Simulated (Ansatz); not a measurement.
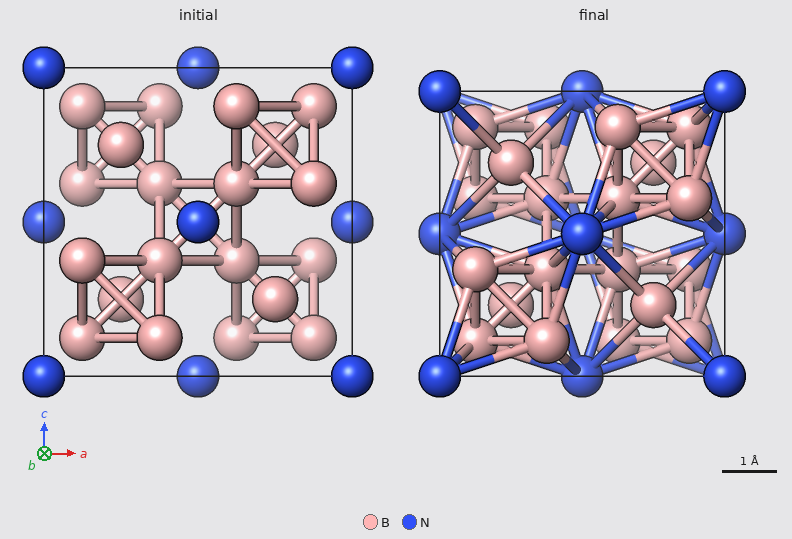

The structure of solid B5N (a generated structure, set up in F-43m) (coarse preliminary run) before (left) and after (right) a relaxation, at one scale.

A ball-and-stick model of the conventional cell (4 times the calculation's cell), seen along the b axis. Lengths and directions refer to the drawn axes.

Method: DFT PBE, scalar-relativistic, plane waves, PAW in Ansatz. (plane-wave cutoff 420 eV; k-point mesh 6 × 6 × 6; occupations gaussian; smearing width 0.1 eV; no spin polarisation; cell and atoms relaxed; force threshold 0.04 eV/Å; at most 70 steps)

Question: Summarise the run.

Answer: The atoms keep their places relative to the cell (all moves are under 0.005 Å). The drawn cell changes as follows: a = b = c 5.815 → 5.370 Å (−7.7 %); the volume changes by −21.3 %. Among the contacts that change: B–N 2.518 → 2.325 Å, B–N 2.411 → 2.227 Å, B–B 2.060 → 1.902 Å. The space group stays F-43m (No. 216). Over 5 accepted moves (7 points after the start) the energy falls by 1.265 eV per cell of the calculation. Largest force component: 0.02 eV/Å at the start, under 0.0001 eV/Å at the end. Pressure: −31.17 GPa at the start and 0.00 GPa at the end. The SCF was repeated twice at an unchanged geometry on a basis and grid sized afresh for the cell, which shifted the energy by 10.6 meV per cell of the calculation at most.
